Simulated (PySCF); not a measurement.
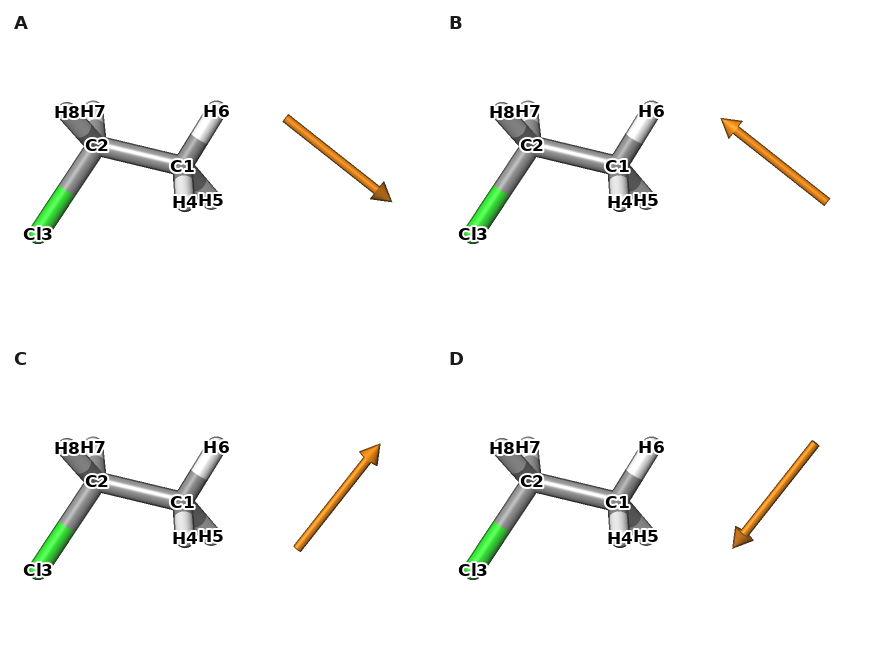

The same molecule four times, each with an arrow. Computed geometry: PBE0-D3(BJ)/def2-TZVP optimisation. No frequency run is at hand to confirm it as a minimum. Method: ωB97X-D/pcSseg-2, gas phase (PySCF 2.14.0).

Question: Which arrow points along the dipole moment, from the negative to the positive end?

Answer: C. The dipole moment is 2.19 D; it points from the side of Cl3 to the side of H6 (the outermost atoms at the two ends).
